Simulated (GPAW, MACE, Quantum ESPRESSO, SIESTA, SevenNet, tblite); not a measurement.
# Twisted Zr2CO2 MXene bilayer, 38.21° (70 atoms): other programs against plane waves

One geometry of twisted Zr2CO2 MXene bilayer, 38.21° (70 atoms) is solved by several programs and methods. How far do their forces lie from a plane-wave PBE run?

Results are calculated, not measured.

### 1. The structure

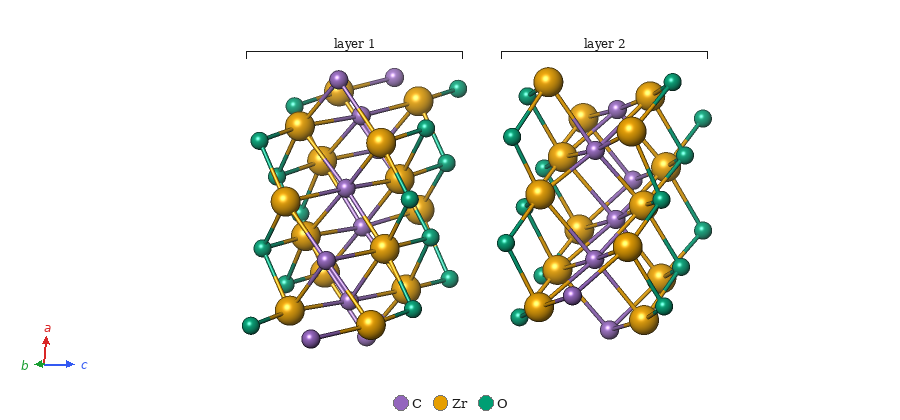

The cell (carbon purple, zirconium orange, oxygen teal). Some periodic images of atoms are drawn too.

The cell holds 70 atoms (14 C, 28 Zr and 28 O), with edges of 8.76, 8.76 and 26.08 Å. Recipe: Zr2CO2 MXene (a = 3.31 Å) under Zr2CO2 MXene (a = 3.31 Å), bilayer, commensurate cell of 7 unit cells a layer, twist 38.21 deg; facing planes 2.88 Å apart; 14 Å of vacuum; layers as built, displaced by a Gaussian of 0.01 Å. Then every atom was moved at random, 0.05 Å r.m.s. a Cartesian component.

### 2. The reference input

Quantum ESPRESSO 7.5: Kohn-Sham DFT, PBE, SSSP efficiency 1.3.0 pseudopotentials, plane waves. Its input, pw.in:

```
&control
  calculation = 'scf'
  pseudo_dir = './pseudo'
  outdir = './tmp'
  disk_io = 'none'
  tprnfor = .true.
/
&system
  ibrav = 0
  nat = 70
  ntyp = 3
  ecutwfc = 60
  ecutrho = 480
  nosym = .true.
  occupations = 'smearing'
  smearing = 'fd'
  degauss = 0.003675
/
&electrons
  conv_thr = 3.5e-07
  electron_maxstep = 100
  mixing_beta = 0.4
  mixing_mode = 'local-TF'
  diagonalization = 'david'
/
ATOMIC_SPECIES
C 12.011 C.upf
Zr 91.224 Zr.upf
O 15.999 O.upf
CELL_PARAMETERS angstrom
8.75740 0.00000 0.00000
-4.37870 7.58413 0.00000
0.00000 0.00000 26.08000
ATOMIC_POSITIONS crystal
C 0.99513 0.99819 0.35500
Zr 0.17980 0.22876 0.40914
Zr 0.24222 0.05103 0.30269
O 0.21885 0.03775 0.44545
[... 64 atom lines left out ...]
O 0.84042 0.21188 0.72731
O 0.77559 0.97114 0.55918
K_POINTS gamma
```

```console
$ OMP_NUM_THREADS=1 mpirun -np 4 pw.x -in pw.in > output.txt
```

Wall time 15 min (4 MPI ranks of Arm Neoverse N1, shared host); peak memory 5.8 GiB; 60 min of CPU time.

It converged with an r.m.s. force component of 0.94 eV/Å.

Its highest filled and lowest empty levels lie 0.83 eV apart on its k-points.

### 3. What was run beside it

- MACE: machine-learned potential, published weights.
- Quantum ESPRESSO 7.5: plane waves; labels (QE) give functional, pseudopotential set and cutoffs of waves/density.
- SIESTA 5.4.2: numerical atomic orbitals, whose automatically made sets are far from complete, with PseudoDojo norm-conserving potentials that we converted to its format (checked against plane waves on the same files for H, C, O, Si, Ge and Ca alone); labels give functional, basis size, energy shift and mesh cutoff.
- SevenNet: machine-learned potential, published weights.
- tblite 0.8.0: extended tight binding, driven from Python.

All use the same cell and atoms, and the electronic-structure runs the same k-mesh.

### 4. Side by side

Differences are against the reference: forces as r.m.s. over components, share as that over the reference's r.m.s. force, slope as the fitted ratio of a run's forces to the reference's.

| run | Δ force, r.m.s. (meV/Å) | share (%) | slope | Δ gap (eV) | cores | CPU time | memory (GiB) |
| --- | --- | --- | --- | --- | --- | --- | --- |
| reference | - | - | - | - | 4 | 60 min | 5.8 |
| MACE MP-0b3 medium potential | 392 | 41.6 | 0.712 | - | 1 | 14 s | 0.93 |
| MACE MPA-0 medium potential | 219 | 23.2 | 0.896 | - | 1 | 14 s | 0.93 |
| QE PBE, gbrv-1.5, 40/200 Ry | 18.5 | 1.97 | 1.005 | 7.0e-4 | 4 | 29 min | 1.9 |
| SIESTA PBE, DZP, shift 0.01 Ry, mesh 500 Ry | 151 | 16.0 | 1.075 | -0.125 | 2 | 12 min | 2.2 |
| SIESTA PBE, DZP, shift 0.01 Ry, mesh 700 Ry | 151 | 16.0 | 1.075 | -0.125 | 2 | 19 min | 3.4 |
| SIESTA PBEsol, DZP, shift 0.01 Ry, mesh 500 Ry | 91.9 | 9.76 | 1.040 | -0.147 | 2 | 12 min | 2.2 |
| SevenNet 0 potential | 258 | 27.4 | 0.898 | - | 1 | 14 s | 0.79 |
| tblite GFN1-xTB | 795 | 84.4 | 0.585 | - | 1 | 9.4 s | 0.11 |

Times of the machine-learned potentials are mostly Python's start and the loading of weights.

Runs without a result: GPAW PBE, LCAO dzp, h 0.18 Å (cut off at its time limit); GPAW revPBE, LCAO dzp, h 0.18 Å (cut off at its time limit); GPAW PBE, LCAO szp(dzp), h 0.18 Å (cut off at its time limit); GPAW PBE, LCAO dzp, h 0.18 Å, other mixer settings (cut off at its time limit); GPAW PBE, LCAO sz(dzp), h 0.18 Å (cut off at its time limit).

At other geometries of this session 5 more runs gave no result.

CPU time is summed over cores on shared hosts, so it is rough.

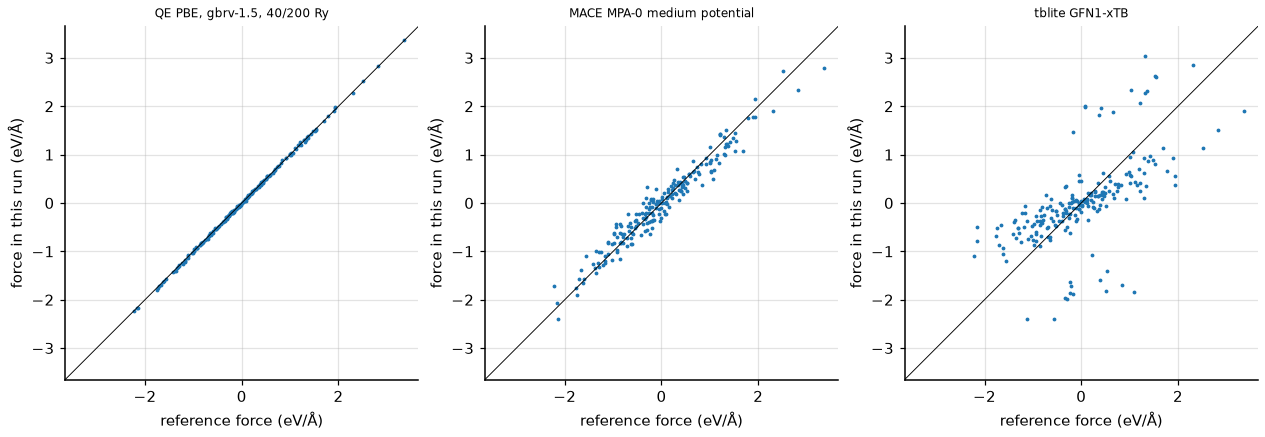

Force components against those of the reference; the line marks equality.

### 5. What came out

Forces lie from 2.0 % (QE PBE, gbrv-1.5, 40/200 Ry) to 84 % (tblite GFN1-xTB) of the reference's r.m.s. force of 0.94 eV/Å away from it. Other PBE runs on plane waves or a grid: QE PBE, gbrv-1.5, 40/200 Ry 2.0 % of the r.m.s. force; the reference has errors of its own, so differences under a few per cent don't tell which side is nearer the exact PBE result. The PBE runs in local orbitals differ by 16 % in each run; basis, grid and potentials can all enter. Tight binding differs by 84 % (tblite GFN1-xTB); it is another model, with fitted parameters of its own, and the xTB methods hold dispersion.

Machine-learned potentials differ by 23 % (MACE MPA-0 medium potential) to 42 % (MACE MP-0b3 medium potential); they were trained on other programs' data. Among those trained on PBE data the slope goes as low as 0.71, which softening far from their training structures can give, though the reference's k-sampling is untested too. Rows with another functional or a dispersion term differ by 9.8 % (SIESTA PBEsol, DZP, shift 0.01 Ry, mesh 500 Ry), which mixes the change of model with differences of basis and potentials. From SIESTA PBE, DZP, shift 0.01 Ry, mesh 500 Ry to the finer SIESTA PBE, DZP, shift 0.01 Ry, mesh 700 Ry the share goes from 16.0 to 16.0 %, so the grid isn't what parts these runs from the reference. Gaps at PBE, coarse settings apart, lie -0.12 to +0.00 eV from the reference's, on k-points that hold the band edges only if these fold onto them.

Caveats: Periodic xTB results under one method name differ between programs and library versions. Machine-learned potentials mimic data converged in k, so the reference's own k-point error enters their differences. The reference's PBE has no dispersion term, which matters for the binding between molecules or layers. The electronic-structure runs sample only Γ, in a cell whose shortest periodic width is 8 Å. The slab repeats along its normal with no dipole correction. Where levels are smeared, the DFT runs use Fermi–Dirac occupations at 580 K (0.05 eV), and energies are free energies. The atoms were displaced at random, and shares hang on the size of the forces that this gives. The reference's cutoffs and mesh weren't converged further here.

[Logs are printed without paths, hosts, clocks, repeated set-up lines and the standing remarks that a program may print on its own settings, such as how far it seeks lower states.]

[Hosts, paths, dates, database ids (printed as entryN), source tags and the programs' standing remarks are cut or masked in the printed files.]

[Cells were taken only where this reference lay near another plane-wave run.]
